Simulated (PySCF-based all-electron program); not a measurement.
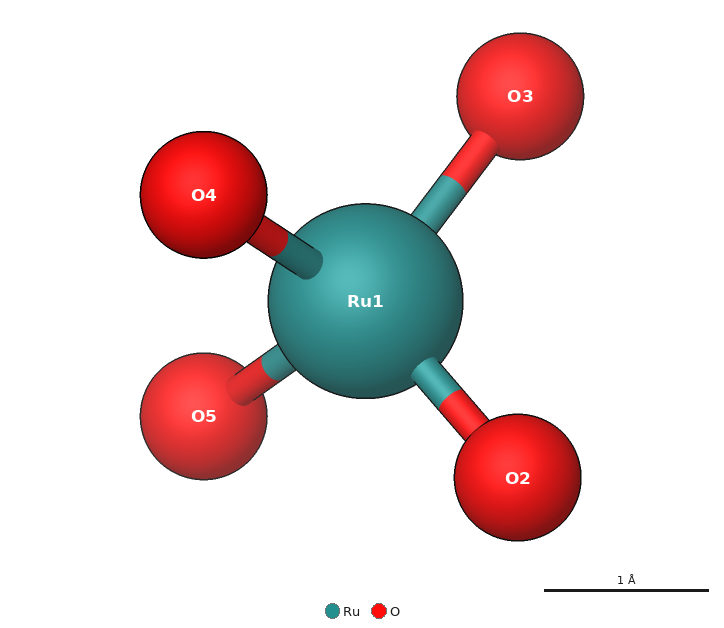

Source: calculation with PySCF-based all-electron program.

The atoms are numbered. Charge 0, singlet. Geometry: a fixed input geometry, not necessarily a minimum.

Estimate the angles O2–Ru1–O3, O3–Ru1–O4.

```tsv
angle	degrees
O2–Ru1–O3	109.5
O3–Ru1–O4	109.5
```
